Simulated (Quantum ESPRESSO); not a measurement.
**C (Diamond): zone-centre phonons**

Aim: the zone-centre modes of C (Diamond).

Program: Quantum ESPRESSO 7.5. Level of theory: DFT LDA, scalar-relativistic, plane waves, PseudoDojo norm-conserving pseudopotentials. Results are calculated unless marked as measured.

## Step 1: The structure

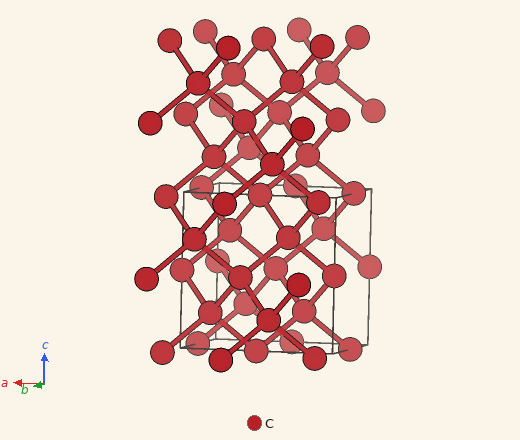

The starting structure, seen from a free direction (carbon red). 1×2×2 cells are drawn. This picture shows the conventional cell, with its axes. Some periodic images of atoms are drawn too.

As a file:

```cif
data_structure
_symmetry_space_group_name_H-M 'Fd-3m:1'
_symmetry_Int_Tables_number 227
_cell_length_a 3.5667
_cell_length_b 3.5667
_cell_length_c 3.5667
_cell_angle_alpha 90.000
_cell_angle_beta 90.000
_cell_angle_gamma 90.000
_cell_volume 45.37
loop_
_atom_site_label
_atom_site_type_symbol
_atom_site_symmetry_multiplicity
_atom_site_Wyckoff_symbol
_atom_site_fract_x
_atom_site_fract_y
_atom_site_fract_z
_atom_site_occupancy
C1 C 8 b 0.00000 0.50000 0.00000 1
```

## Step 2: A first look

A cheap run with smearing and empty bands tells whether the crystal has a gap, which decides between fixed occupations and smearing later on.

probe.in reads:

```
&control
   calculation = 'scf'
   prefix = 'x'
   outdir = './tmp'
   pseudo_dir = './pseudo'
   tprnfor = .true.
   tstress = .true.
   verbosity = 'high'
/
&system
   ibrav = 0
   nat = 2
   ntyp = 1
   ecutwfc = 90.0
   occupations = 'smearing'
   smearing = 'gaussian'
   degauss = 0.01
/
&electrons
   conv_thr = 1.0d-07
   mixing_beta = 0.7
   electron_maxstep = 100
/
ATOMIC_SPECIES
 C      12.0110  C.upf
CELL_PARAMETERS angstrom
    -1.783370000    0.000000000    1.783370000
     0.000000000    1.783370000    1.783370000
    -1.783370000    1.783370000    0.000000000
ATOMIC_POSITIONS crystal
 C      0.500000000   0.500000000   0.500000000
 C      0.250000000   0.250000000   0.250000000
K_POINTS automatic
 8 8 8 0 0 0
```

On the command line:

```
OMP_NUM_THREADS=1 mpirun -n 4 pw.x -nk 4 -in probe.in > probe.out
```

The program printed:

```text
[banners, grids, parts of the stress and lines that vanish by symmetry left out]
Program PWSCF v.7.5
     Message from routine setup:
     using ibrav=0 with symmetry is DISCOURAGED, use correct ibrav instead
[...]
kinetic-energy cutoff     =      90.0000  Ry
     charge density cutoff     =     360.0000  Ry
     scf convergence threshold =      1.0E-07
[...]
Exchange-correlation= SLA  PW   NOGX NOGC
                           (   1   4   0   0   0   0   0)
[...]
48 Sym. Ops., with inversion, found (24 have fractional translation)
[...]
(     0          1          0      )
                  (     0          0          1      )
[...]
(  0.0000000  1.0000000  0.0000000 )
                  ( -0.0000000 -0.0000000  1.0000000 )
[...]
(     1          0         -1      )
[...]
(     0          1         -1      )       (  0.2500000 )
                  (     0          1          0      )       (  0.2500000 )
[...]
( -1.0000000  0.0000000  0.0000000 )       (  0.3535534 )
                  (  0.0000000  1.0000000 -0.0000000 )       (  0.3535534 )
[...]
number of k points=    29  Gaussian smearing, width (Ry)=  0.0100
[...]
End of self-consistent calculation
[...]
the Fermi energy is    15.8429 ev
!    total energy              =     -24.12855812 Ry
[...]
convergence has been achieved in   5 iterations
[...]
atom    1 type  1   force =     0.00000000    0.00000000    0.00000000
     atom    2 type  1   force =     0.00000000    0.00000000   -0.00000000
[...]
Total force =     0.000000     Total SCF correction =     0.000000
[...]
total   stress  (Ry/bohr**3)                   (kbar)     P=     -109.68
[...]
XML data file, charge density, pseudopotentials, collected wavefunctions

   JOB DONE.
```

Run time: 1.2 s. Hardware: 4 MPI ranks of Arm Neoverse V2, shared host.

This step gave:

```yaml
volume_per_atom: 5.672 Å³
pressure: -10.97 GPa
gap_on_the_k_mesh: 4.141 eV
```

A gap of 4.1 eV opens on this mesh, so the crystal is taken as an insulator; the start stands at -11 GPa.

## Step 3: Relaxing the cell and atoms

The relaxation runs at a cutoff a fifth above that of the response, since stress converges more slowly with the basis than frequencies do. Forces and stress are brought to rest with tight thresholds.

relax.in reads:

```
&control
   calculation = 'vc-relax'
   prefix = 'x'
   outdir = './tmp'
   pseudo_dir = './pseudo'
   tprnfor = .true.
   tstress = .true.
   forc_conv_thr = 2.0d-05
   etot_conv_thr = 1.0d-07
   nstep = 40
/
&system
   ibrav = 0
   nat = 2
   ntyp = 1
   ecutwfc = 108
   occupations = 'fixed'
   nbnd = 6
/
&electrons
   conv_thr = 1.0d-11
   mixing_beta = 0.7
   electron_maxstep = 100
/
&ions
/
&cell
   press_conv_thr = 0.2
/
ATOMIC_SPECIES
 C      12.0110  C.upf
CELL_PARAMETERS angstrom
    -1.783370000    0.000000000    1.783370000
     0.000000000    1.783370000    1.783370000
    -1.783370000    1.783370000    0.000000000
ATOMIC_POSITIONS crystal
 C      0.500000000   0.500000000   0.500000000
 C      0.250000000   0.250000000   0.250000000
K_POINTS automatic
 12 12 12 0 0 0
```

On the command line:

```
OMP_NUM_THREADS=1 mpirun -n 4 pw.x -nk 4 -in relax.in > relax.out
```

The program printed:

```text
[banners, grids, parts of the stress and lines that vanish by symmetry left out]
[banner, memory and clock lines left out]
Program PWSCF v.7.5

[...]
kinetic-energy cutoff     =     108.0000  Ry
     charge density cutoff     =     432.0000  Ry
     scf convergence threshold =      1.0E-11
[...]
energy convergence thresh.=      1.0E-07
     force convergence thresh. =      2.0E-05
     press convergence thresh. =      2.0E-01
     Exchange-correlation= SLA  PW   NOGX NOGC
                           (   1   4   0   0   0   0   0)
[...]
48 Sym. Ops., with inversion, found (24 have fractional translation)
[...]
number of k points=    72
[...]
End of self-consistent calculation
[...]
highest occupied, lowest unoccupied level (ev):    13.1280   17.2893
!    total energy              =     -24.12862545 Ry
[...]
convergence has been achieved in   9 iterations
[...]
atom    1 type  1   force =     0.00000000   -0.00000000    0.00000000
     atom    2 type  1   force =    -0.00000000    0.00000000   -0.00000000
     Total force =     0.000000     Total SCF correction =     0.000000
[...]
total   stress  (Ry/bohr**3)                   (kbar)     P=     -109.94
[...]
number of bfgs steps    =   0
[...]
CELL_PARAMETERS (angstrom)
[...]
ATOMIC_POSITIONS (crystal)
C                0.5000000000        0.5000000000        0.5000000000
C                0.2500000000        0.2500000000        0.2500000000
[...]
New effective cutoffs (rho, wfc):  443.98  112.15
[...]
End of self-consistent calculation
[...]
highest occupied, lowest unoccupied level (ev):    14.1724   18.4812
!    total energy              =     -24.12811857 Ry
[...]
convergence has been achieved in   6 iterations
[...]
atom    1 type  1   force =     0.00000000   -0.00000000    0.00000000
     atom    2 type  1   force =    -0.00000000    0.00000000   -0.00000000
     Total force =     0.000000     Total SCF correction =     0.000000
[...]
total   stress  (Ry/bohr**3)                   (kbar)     P=      157.01
[...]
number of bfgs steps    =   1
[...]
CELL_PARAMETERS (angstrom)
[...]
ATOMIC_POSITIONS (crystal)
C                0.5000000000        0.5000000000        0.5000000000
C                0.2500000000        0.2500000000        0.2500000000
[...]
New effective cutoffs (rho, wfc):  434.53  109.76
[...]
End of self-consistent calculation
[...]
highest occupied, lowest unoccupied level (ev):    13.5708   17.7948
!    total energy              =     -24.12933750 Ry
[...]
convergence has been achieved in   5 iterations
[...]
atom    1 type  1   force =    -0.00000000   -0.00000000    0.00000000
     atom    2 type  1   force =     0.00000000    0.00000000    0.00000000
     Total force =     0.000000     Total SCF correction =     0.000000
[...]
total   stress  (Ry/bohr**3)                   (kbar)     P=       -2.00
[...]
number of bfgs steps    =   1
[...]
CELL_PARAMETERS (angstrom)
[...]
ATOMIC_POSITIONS (crystal)
[...]
New effective cutoffs (rho, wfc):  434.66  109.79
[...]
End of self-consistent calculation
[...]
highest occupied, lowest unoccupied level (ev):    13.5790   17.8041
!    total energy              =     -24.12933772 Ry
[...]
convergence has been achieved in   5 iterations
[...]
atom    1 type  1   force =     0.00000000   -0.00000000    0.00000000
     atom    2 type  1   force =     0.00000000   -0.00000000    0.00000000
     Total force =     0.000000     Total SCF correction =     0.000000
[...]
total   stress  (Ry/bohr**3)                   (kbar)     P=        0.07
[...]
number of bfgs steps    =   2
[...]
small trust_radius: resetting bfgs history
[...]
CELL_PARAMETERS (angstrom)
[...]
ATOMIC_POSITIONS (crystal)
[...]
New effective cutoffs (rho, wfc):  434.65  109.79
[...]
End of self-consistent calculation
[...]
highest occupied, lowest unoccupied level (ev):    13.5783   17.8033
!    total energy              =     -24.12933772 Ry
[...]
convergence has been achieved in   3 iterations
[...]
atom    1 type  1   force =     0.00000000    0.00000000    0.00000000
     atom    2 type  1   force =    -0.00000000   -0.00000000    0.00000000
     Total force =     0.000000     Total SCF correction =     0.000000
[...]
total   stress  (Ry/bohr**3)                   (kbar)     P=       -0.10
[...]
bfgs converged in   5 scf cycles and   3 bfgs steps
[...]
End of BFGS Geometry Optimization
     Final enthalpy           =     -24.1293377166 Ry
     File ./tmp/x.bfgs deleted, as requested
[...]
CELL_PARAMETERS (angstrom)
[...]
ATOMIC_POSITIONS (crystal)
C                0.5000000000        0.5000000000        0.5000000000
C                0.2500000000        0.2500000000        0.2500000000
[...]
Final scf calculation at the relaxed structure.
[...]
kinetic-energy cutoff     =     108.0000  Ry
     charge density cutoff     =     432.0000  Ry
     scf convergence threshold =      1.0E-13
[...]
press convergence thresh. =      2.0E-01
     Exchange-correlation= SLA  PW   NOGX NOGC
                           (   1   4   0   0   0   0   0)
[...]
48 Sym. Ops., with inversion, found (24 have fractional translation)
[...]
number of k points=    72
[...]
c_bands:  1 eigenvalues not converged
     c_bands:  1 eigenvalues not converged
     c_bands:  1 eigenvalues not converged
     c_bands:  2 eigenvalues not converged
[...]
c_bands:  1 eigenvalues not converged
     c_bands:  1 eigenvalues not converged
[...]
End of self-consistent calculation
[...]
highest occupied, lowest unoccupied level (ev):    13.5783   17.8033
!    total energy              =     -24.12933601 Ry
[...]
convergence has been achieved in   9 iterations
[...]
atom    1 type  1   force =    -0.00000000    0.00000000    0.00000000
     atom    2 type  1   force =    -0.00000000    0.00000000    0.00000000
     Total force =     0.000000     Total SCF correction =     0.000000
[...]
total   stress  (Ry/bohr**3)                   (kbar)     P=       -0.10
[...]
XML data file, charge density, pseudopotentials, collected wavefunctions
```

Run time: 7.8 s. Hardware: 4 MPI ranks; 31 s of CPU time.

Step by step:

| step | energy less that of the first step (eV) | largest force (eV/Å) | pressure (GPa) | volume (Å³) |
| --- | --- | --- | --- | --- |
| 1 | 0.0000 | 0.0000 | -10.99 | 11.34 |
| 2 | 0.0069 | 0.0000 | 15.70 | 10.72 |
| 3 | -0.0097 | 0.0000 | -0.20 | 11.07 |
| 4 | -0.0097 | 0.0000 | 0.01 | 11.07 |
| 5 | -0.0097 | 0.0000 | -0.01 | 11.07 |
| 6 | -0.0097 | 0.0000 | -0.01 | 11.07 |

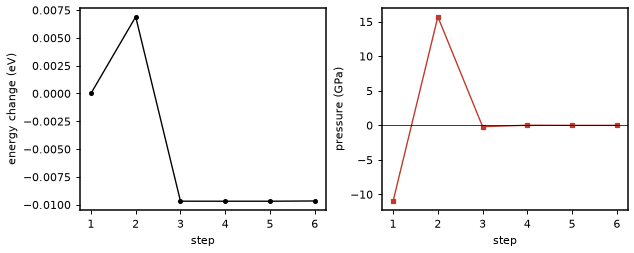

Energy and pressure along the relaxation.

| conventional cell, symmetrised | before | after | change |
| --- | --- | --- | --- |
| a (Å) | 3.567 | 3.537 | -0.8 % |
| b (Å) | 3.567 | 3.537 | -0.8 % |
| c (Å) | 3.567 | 3.537 | -0.8 % |
| volume (Å³/atom) | 5.67 | 5.53 | -2.4 % |

The relaxed structure:

```cif
data_structure
_symmetry_space_group_name_H-M 'P 1'
_symmetry_Int_Tables_number 1
_cell_length_a 2.5014
_cell_length_b 2.5014
_cell_length_c 2.5014
_cell_angle_alpha 60.000
_cell_angle_beta 60.000
_cell_angle_gamma 60.000
_cell_volume 11.07
loop_
_atom_site_label
_atom_site_type_symbol
_atom_site_fract_x
_atom_site_fract_y
_atom_site_fract_z
_atom_site_occupancy
C1 C 0.50000 0.50000 0.50000 1
C2 C 0.25000 0.25000 0.25000 1
```

The last row of the table of steps is pw.x's closing run on a basis chosen anew for the final cell, so its energy can jump.

Numbers from this step:

```
volume per atom   : 5.533 Å³
pressure          : -0.01 GPa
gap on the k-mesh : 4.225 eV
```

The volume changes by -2.4 % from the cell with which this run began.

## Step 4: Ground state

The response is built on this ground state, so it is converged far tighter than an energy would need. With a gap, occupations are fixed, which also allows the response to an electric field.

scf.in reads:

```
&control
   calculation = 'scf'
   prefix = 'x'
   outdir = './tmp'
   pseudo_dir = './pseudo'
   tprnfor = .true.
   tstress = .true.
/
&system
   ibrav = 0
   nat = 2
   ntyp = 1
   ecutwfc = 90.0
   occupations = 'fixed'
   nbnd = 6
/
&electrons
   conv_thr = 1.0d-12
   mixing_beta = 0.7
   electron_maxstep = 100
/
ATOMIC_SPECIES
 C      12.0110  C.upf
CELL_PARAMETERS angstrom
    -1.768742718    0.000000000    1.768742718
     0.000000000    1.768742718    1.768742718
    -1.768742718    1.768742718    0.000000000
ATOMIC_POSITIONS crystal
 C      0.500000000   0.500000000   0.500000000
 C      0.250000000   0.250000000   0.250000000
K_POINTS automatic
 12 12 12 0 0 0
```

On the command line:

```
OMP_NUM_THREADS=1 mpirun -n 4 pw.x -nk 4 -in scf.in > scf.out
```

The program printed:

```text
[banners, grids, parts of the stress and lines that vanish by symmetry left out]
[banner, memory and clock lines left out]
Program PWSCF v.7.5

[...]
kinetic-energy cutoff     =      90.0000  Ry
     charge density cutoff     =     360.0000  Ry
     scf convergence threshold =      1.0E-12
[...]
Exchange-correlation= SLA  PW   NOGX NOGC
                           (   1   4   0   0   0   0   0)
[...]
48 Sym. Ops., with inversion, found (24 have fractional translation)
[...]
number of k points=    72
[...]
End of self-consistent calculation
[...]
highest occupied, lowest unoccupied level (ev):    13.5783   17.8034
!    total energy              =     -24.12932605 Ry
[...]
convergence has been achieved in  11 iterations
[...]
atom    1 type  1   force =     0.00000000    0.00000000    0.00000000
     atom    2 type  1   force =     0.00000000    0.00000000    0.00000000
     Total force =     0.000000     Total SCF correction =     0.000000
[...]
total   stress  (Ry/bohr**3)                   (kbar)     P=       -0.18
[...]
XML data file, charge density, pseudopotentials, collected wavefunctions
```

Run time: 2.3 s. Hardware: 4 MPI ranks; 8.8 s of CPU time.

This step gave:

- pressure: -0.018 GPa

The cell stands at -0.018 GPa, close enough for phonons.

(Part 1 of 4 ends here.)

[Host names and launcher messages were left out of these logs when they were recorded.]

[Logs are printed without paths, hosts, clocks, repeated set-up lines and the standing remarks that a program may print on its own settings, such as how far it seeks lower states.]

[Hosts, paths, dates, database ids (printed as entryN), source tags and the programs' standing remarks are cut or masked in the printed files.]
